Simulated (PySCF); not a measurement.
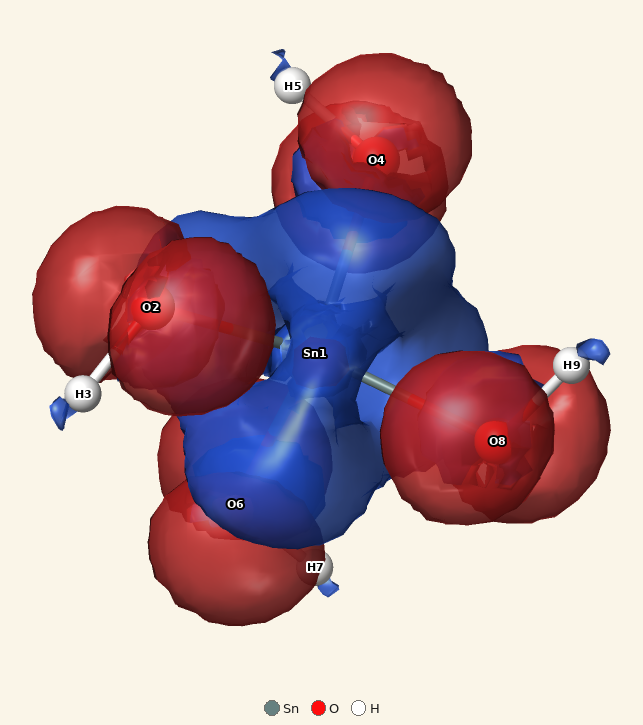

Figure. Sn(OH)4 (H₄O₄Sn). Unrelaxed difference density of S₃ less the ground state (TDA singlet states), ±0.015 e/Å³; blue: gain, red: loss.

Method: M06-2X/def2-TZVP; geometry: GFN2-xTB; program: PySCF. Core potentials replace the inner electrons of Sn; spin–orbit coupling isn't included. No frequency check shows the geometry to be a minimum. GFN2-xTB bond lengths at metals and heavier atoms can be off by up to 0.1 Å and shapes distorted, which carries into these values. Without diffuse functions Rydberg states are missing, so the states' numbers hold for this basis only.

The calculation's input:

```python
import numpy as np
from pyscf import gto, scf, dft, tdscf
from pyscf.scf import atom_ks, atom_hf
from scipy.linalg import block_diag

def solve(mol, dm0=None, hcore=None):
    mf = (dft.UKS if mol.spin else dft.RKS)(mol, xc='m062x')
    mf.grids.level = 3
    mf = mf.density_fit(auxbasis='def2-universal-jkfit')
    mf.conv_tol, mf.max_cycle = 1e-8, 80
    if hcore is not None:
        mf.get_hcore = lambda *args: hcore
    mf.kernel(dm0)
    if not mf.converged:
        mf = mf.newton().run(mf.mo_coeff, mf.mo_occ, max_cycle=30)
    assert mf.converged, 'SCF not converged'
    return mf

mol = gto.M(atom='''
Sn    -0.00002     0.00000     0.00023
O     -1.44407     0.65241     1.02605
H     -2.07273    -0.01569     1.30223
O      0.65280     1.44338    -1.02629
H     -0.01596     2.07021    -1.30608
O     -0.65275    -1.44337    -1.02629
H      0.01602    -2.07020    -1.30608
O      1.44412    -0.65239     1.02605
H      2.07278     0.01570     1.30223
''', basis='def2-tzvp', ecp={'Sn': 'def2-tzvp'}, charge=0, spin=0, verbose=4)
mf = solve(mol)
td = mf.TDA()
td.nstates, td.singlet, td.conv_tol = 5, True, 1e-5
td.kernel()
td.analyze()
x, y = np.array([p[0] for p in td.xy]), np.array([p[1] + 0 * p[0] for p in td.xy])
f, mu = td.oscillator_strength(), td.transition_dipole()
nto = [td.get_nto(state=i + 1, verbose=4) for i in range(len(td.e))]
# spherically averaged free atoms, for the promolecule
atom_ks.AtomSphAverageRKS.init_guess_by_vsap = lambda self, mol=None: self.init_guess_by_minao(mol)  # core potentials
atm = atom_ks.get_atm_nrks(mol, xc='m062x')
pro = block_diag(*[(atm[a[0]][2] * atm[a[0]][3]) @ atm[a[0]][2].T for a in mol._atom])
np.savez('result.npz', e=td.e, f=f, ok=td.converged, w=[n[0] for n in nto], nto=[n[1] for n in nto], x=x, y=y, c=mf.mo_coeff, occ=mf.mo_occ, eps=mf.mo_energy, pro=pro, mu=mu)
```

Run with:

```sh
OMP_NUM_THREADS=1 python input.py
```

The run took 14 min on 1 thread of AMD EPYC 7R43 64-Core Processor (Zen 3), on a shared host, peak memory 1.2 GiB.

> How does the charge move on excitation?

0.72 e is displaced in all, of which about 0.5 e passes between atoms: O2, O4, O6 and O8 (0.11 e each) lose electrons and Sn1 (0.31 e) gains them. The state: 7.34 eV (169 nm), f = 0.000 (dark); the leading pair carries 86 %; hole on O2, O4, O6 and O8 (21 % each) and Sn1 (10 %), electron on Sn1 (41 %), O2, O4, O6 and O8 (10 % each) and H3, H5, H7 and H9 (5 % each); their centroids lie 0.0 Å apart; S₄ lies within 0.1 eV of it.
